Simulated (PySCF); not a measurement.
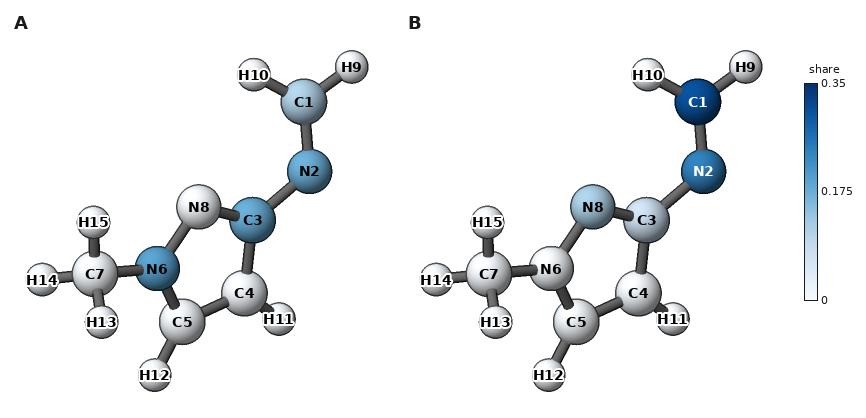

Each panel colours the atoms by their Löwdin share in one orbital (up to four of the largest shares; other atoms are shown as zero). The computed structure is the end point of a GFN2-xTB optimisation. No frequency run is at hand to confirm it as a minimum. Computed with CAM-B3LYP/def2-SVPD (PySCF 2.14.0).

The panels show the HOMO, LUMO, in some order. Which is which?

A: HOMO, −7.87 eV; N6 0.20, C3 0.18, N2 0.17, C1 0.11
B: LUMO, 0.20 eV; C1 0.30, N2 0.24, N8 0.12, C3 0.07
